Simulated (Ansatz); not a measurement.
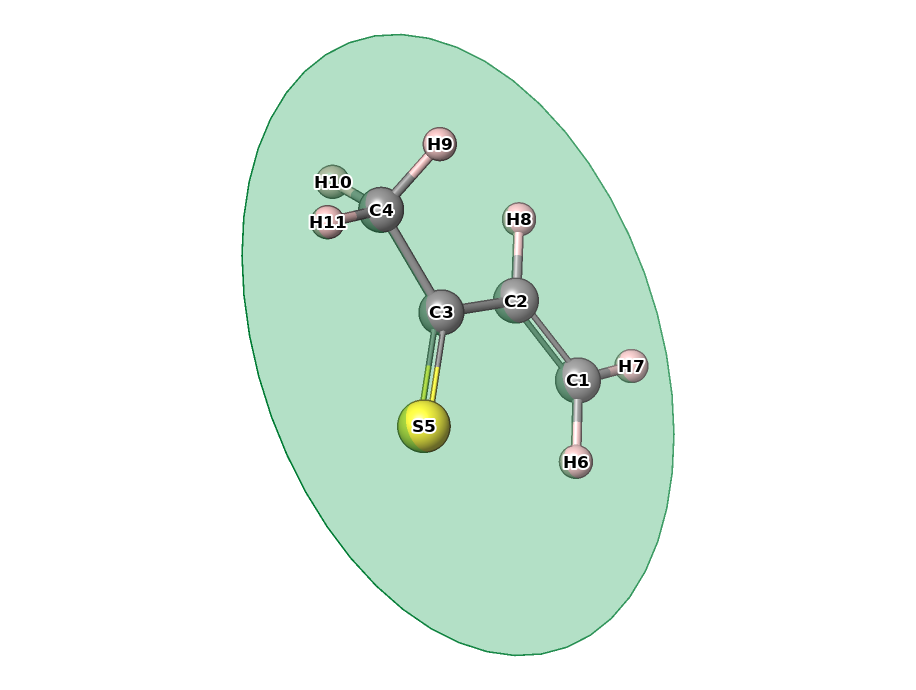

A disc through the centre of mass is drawn in. Depth is shown by fading: the farther an atom, the more it takes the colour of the background. The computed structure is the end point of a PBE0-D4/def2-TZVP optimisation. No frequency run is at hand to confirm it as a minimum.

Is the plane of the disc a mirror plane of the structure?

Answer. Yes. The reflection leaves C1, C2, C3, C4, S5, H6, H7, H8, H11 in place and moves H9 ↔ H10. The point group is Cs.
